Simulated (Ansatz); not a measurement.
# C2H7NSi (SMILES NC1C[SiH2]1) at CAM-B3LYP/def2-SVP

What is the electronic atomisation energy of C2H7NSi at CAM-B3LYP/def2-SVP? 

The results are computed with Ansatz 0.2.0.

61 further runs of the same task are left out: 61 set aside as unsound or not needed.

### Step 1. The molecule

C2H7NSi: 11 atoms, total charge 0, spin state singlet. SMILES: `NC1C[SiH2]1`. The coordinates come from a PBE0-D4/def2-TZVP relaxation. This is one conformer, not always the lowest.

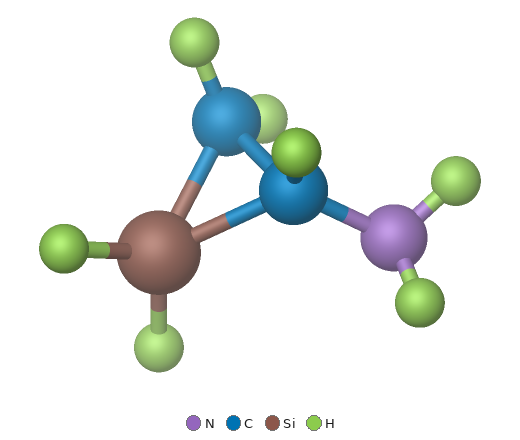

The structure, seen from a chosen angle (nitrogen purple, carbon blue, silicon brown, hydrogen green).

### Step 2. The energy at CAM-B3LYP/def2-SVP

Contents of input.yaml:

```yaml
crystal:
  periodic: [false, false, false]
  atoms:
    - {symbol: "N", position_ang: [-1.337200, 0.826100, -0.314200]}
    - {symbol: C, position_ang: [0.048100, 0.587400, -0.015100]}
    - {symbol: C, position_ang: [0.296100, -0.519700, 1.025200]}
    - {symbol: Si, position_ang: [0.845000, -0.955900, -0.685100]}
    - {symbol: H, position_ang: [-1.450400, 1.288300, -1.206000]}
    - {symbol: H, position_ang: [-1.774000, 1.401500, 0.397500]}
    - {symbol: H, position_ang: [0.701400, 1.454200, 0.118600]}
    - {symbol: H, position_ang: [1.025100, -0.311700, 1.801300]}
    - {symbol: H, position_ang: [-0.607900, -0.997000, 1.390600]}
    - {symbol: H, position_ang: [2.288700, -0.939900, -1.005500]}
    - {symbol: H, position_ang: [0.030300, -1.890100, -1.486800]}
basis:
  gaussian:
    orbitals: def2-SVP
total_charge: 0
hamiltonian:
  xc: {name: CAM-B3LYP}
accuracy: high
output: {orbitals: {seedname: orbitals}}
```

The run is started by

```bash
$ ansatz run input.yaml --threads 1 --pin off --max-ram 3480MiB --events-out events.jsonl --progress --plain --runs-dir runs
```

Output:

```text
Warning: RAYON_NUM_THREADS=1 ignored (pool sized by the plan → 1); use --threads N
Functional definition: CAM-B3LYP
  name "CAM-B3LYP"
  parameter alpha = 0.19
  parameter beta = 0.46
  parameter omega = 0.33/bohr
  parameter ac = 0.81
  exchange = (1 - alpha - beta)*b88_x + beta*b88_x_sr(omega) + alpha*exact_x + beta*exact_x_lr(omega)
  correlation = (1 - ac)*vwn5_c + ac*lyp_c
2284 factors; integrals over basis functions are off by at most 3.9e-9 eV
441 factors; integrals over basis functions are off by at most 2.0e-9 eV
mean field evaluation 1: about -11540.4452 eV, gradient 5.2e1 eV
mean field evaluation 2: about -11538.7067 eV, gradient 5.9e1 eV
mean field evaluation 4: about -11546.9110 eV, gradient 1.7e0 eV
mean field evaluation 8: about -11547.1027 eV, gradient 8.3e-2 eV
mean field evaluation 16: about -11547.1028 eV, gradient 2.9e-5 eV
mean field -11547.10275401 eV, -424.3481993023 hartree, gradient 1.9e-8 eV, S^2 0.000000; 0 other end points of the search recorded, 0 dependent functions left out
reference -11547.10277465 eV, -424.3482000609 hartree; 20, 20 occupied and 75, 75 virtual orbitals, 2284 factors
Total energy: -11547.10277465 eV, -424.3482000609 hartree
```

It took 8.7 s on 1 thread of Arm Neoverse V2, shared host; peak memory 0.38 GiB.

### Step 3. The C atom at the same level

Contents of in.yaml:

```yaml
basis:
  gaussian: {orbitals: def2-SVP}
crystal:
  periodic: [false, false, false]
  atoms:
    - {symbol: C, position_ang: [0.000000, 0.000000, 0.000000]}
magnetization: {spin_polarized: true, initial_magnetization: 2}
hamiltonian: {xc: {name: CAM-B3LYP}}
accuracy: high
```

Run the same way, it converges to -37.79154 Eh (log not shown).

### Step 4. The H atom

Contents of run.yaml:

```yaml
crystal:
  periodic: [false, false, false]
  atoms:
    - {symbol: H, position_ang: [0.000000, 0.000000, 0.000000]}
basis:
  gaussian: {orbitals: def2-SVP}
magnetization: {spin_polarized: true, initial_magnetization: 1}
accuracy: high
hamiltonian: {xc: {name: CAM-B3LYP}}
```

Run the same way, it converges to -0.49790 Eh (log not shown).

### Step 5. The N atom, same level

Contents of job.yaml:

```yaml
crystal:
  periodic: [false, false, false]
  atoms:
    - {symbol: N, position_ang: [0.000000, 0.000000, 0.000000]}
basis:
  gaussian:
    orbitals: def2-SVP
accuracy: high
magnetization:
  spin_polarized: true
  initial_magnetization: 3
hamiltonian:
  xc: {name: CAM-B3LYP}
```

Run the same way, it converges to -54.51628 Eh (log not shown).

### Step 6. The Si atom, same level

Contents of input.yaml:

```yaml
crystal:
  periodic: [false, false, false]
  atoms:
    - {symbol: Si, position_ang: [0.000000, 0.000000, 0.000000]}
basis:
  gaussian:
    orbitals: def2-SVP
magnetization:
  spin_polarized: true
  initial_magnetization: 2
hamiltonian:
  xc: {name: CAM-B3LYP}
accuracy: high
```

Run the same way, it converges to -289.27834 Eh (log not shown).

### Step 7. Results

At CAM-B3LYP/def2-SVP:

```
                     quantity          value
       molecule: total energy  -424.34820 Eh
        molecule: HOMO energy       -7.51 eV
        molecule: LUMO energy        1.93 eV
      molecule: HOMO–LUMO gap        9.44 eV
         C atom: total energy   -37.79154 Eh
                 C atom: ⟨S²⟩          2.002
         H atom: total energy    -0.49790 Eh
                 H atom: ⟨S²⟩          0.750
         N atom: total energy   -54.51628 Eh
                 N atom: ⟨S²⟩          3.753
        Si atom: total energy  -289.27834 Eh
                Si atom: ⟨S²⟩          2.003
electronic atomisation energy      40.415 eV
```

What this shows: Taking the molecule apart into free atoms costs 40.41 eV (3899 kJ/mol), before zero-point energy and without spin-orbit coupling.
